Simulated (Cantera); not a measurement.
Charge: 1 mol Si2H6, 2.7 mol NO, equilibrated at 0.0120 bar.

Method: chemical equilibrium by Gibbs-energy minimisation in Cantera with the NASA 1993 tables (ideal gas, pure condensed phases). Candidate condensed phases: H2O, Si, SiO2, Si2N2O, Si3N4; 35 gas species. The feed counts by its element totals alone. Mutual solubility and eutectic melting of coexisting phases are not modelled. The tables hold silica as quartz up to 1696 K and as liquid above; real silica turns to tridymite and cristobalite and melts near 1996 K. Rates play no part.

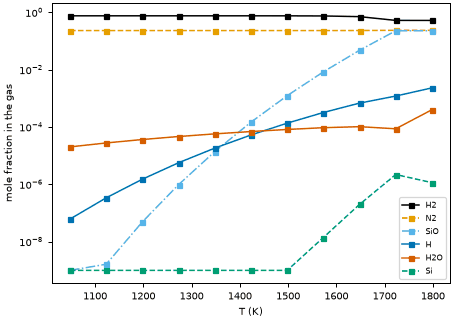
Equilibrium gas composition (values under 1e-9 drawn at 1e-9)

Question: Read off the mole fractions at 1198 K.

Answer: H2 about 0.77, N2 about 0.23, H2O about 3.7e-5, H about 1.5e-6, SiO about 4.9e-8.
